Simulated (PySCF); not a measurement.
C5H13FSSi

```yaml
atoms:
  - { symbol: C, position_ang: [-3.3501, 0.9628, 0.2913] }
  - { symbol: C, position_ang: [-2.3003, -0.1073, 0.0857] }
  - { symbol: F, position_ang: [-2.8614, -1.2067, -0.5213] }
  - { symbol: S, position_ang: [-0.9396, 0.5316, -0.9566] }
  - { symbol: C, position_ang: [0.1863, -0.9051, -0.9214] }
  - { symbol: C, position_ang: [0.9663, -1.0469, 0.3759] }
  - { symbol: C, position_ang: [1.7765, 0.1962, 0.7324] }
  - { symbol: Si, position_ang: [3.1188, 0.6697, -0.5336] }
  - { symbol: H, position_ang: [-3.7316, 1.2922, -0.6724] }
  - { symbol: H, position_ang: [-2.9094, 1.8103, 0.8079] }
  - { symbol: H, position_ang: [-4.1730, 0.5636, 0.8808] }
  - { symbol: H, position_ang: [-1.8784, -0.4644, 1.0319] }
  - { symbol: H, position_ang: [-0.4232, -1.7867, -1.1222] }
  - { symbol: H, position_ang: [0.8603, -0.7403, -1.7607] }
  - { symbol: H, position_ang: [0.2750, -1.2803, 1.1924] }
  - { symbol: H, position_ang: [1.6357, -1.9048, 0.2658] }
  - { symbol: H, position_ang: [2.2433, 0.0286, 1.7052] }
  - { symbol: H, position_ang: [1.0916, 1.0369, 0.8606] }
  - { symbol: H, position_ang: [2.5228, 1.2972, -1.7129] }
  - { symbol: H, position_ang: [4.0363, 1.6106, 0.1097] }
  - { symbol: H, position_ang: [3.8450, -0.5405, -0.9318] }
```

Geometry: GFN2-xTB.

These are results of PySCF 2.14.0, PBE0/pcSseg-1, SCF density, gas phase, non-relativistic, not measurements.

What will maps of the electron density and electron localisation function show?

C–C (1.51 Å): ρ at the midpoint is about 1.7 e/Å³; the ELF peaks at about 0.95 between the atoms; localised, covalent bonding.
C–H (1.09 Å): ρ at the midpoint is about 2 e/Å³; the ELF climbs to about 1 towards the hydrogen, as it does in any bond to H (an ordinary covalent bond to hydrogen).

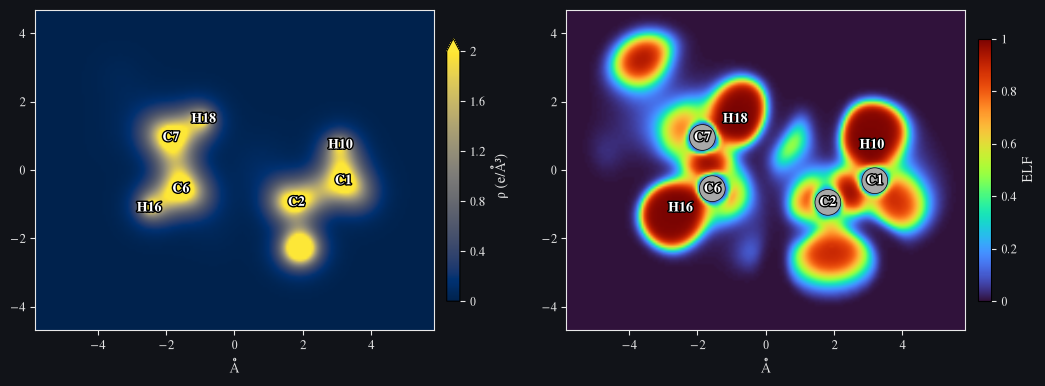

Computed electron density and electron localisation function on the plane of atoms C6, C7 and H18, in this order. Grey discs cover the atomic cores in the ELF map. 
